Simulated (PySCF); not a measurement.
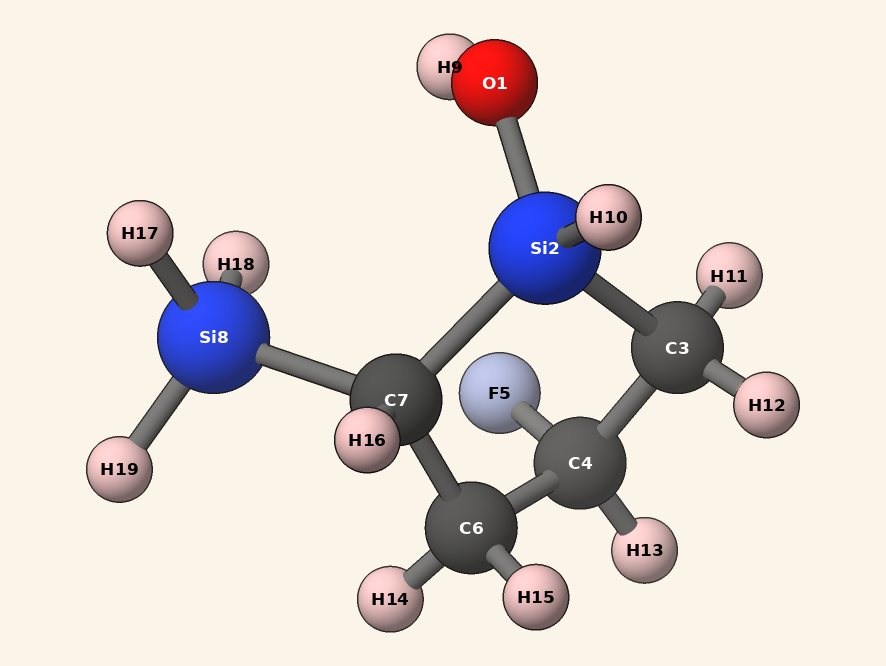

The computed structure is the end point of a GFN2-xTB optimisation. No frequency run is at hand to confirm it as a minimum. Electric field gradients from the ground-state density, PBE0/pcSseg-1 (PySCF 2.14.0), non-relativistic apart from any core potentials.

Give the largest field-gradient component, the quadrupole coupling constant and the asymmetry for 17O at O1 (Q = −25.6 mb), 2H at H9 (Q = 2.86 mb), 2H at H10 (Q = 2.86 mb), 2H at H11 (Q = 2.86 mb), 2H at H12 (Q = 2.86 mb).

```
atom  V_zz (a.u.)  e²qQ/h (MHz)     η
  O1        1.474         −8.87  0.45
  H9        0.505         0.340  0.05
 H10        0.166         0.112  0.01
 H11        0.318         0.214  0.03
 H12        0.321         0.215  0.04
```

The geometry is semi-empirical. Around Si such bond lengths and angles can be off by a tenth of an ångström or more and by several degrees, and values that hang on the shape move with them.
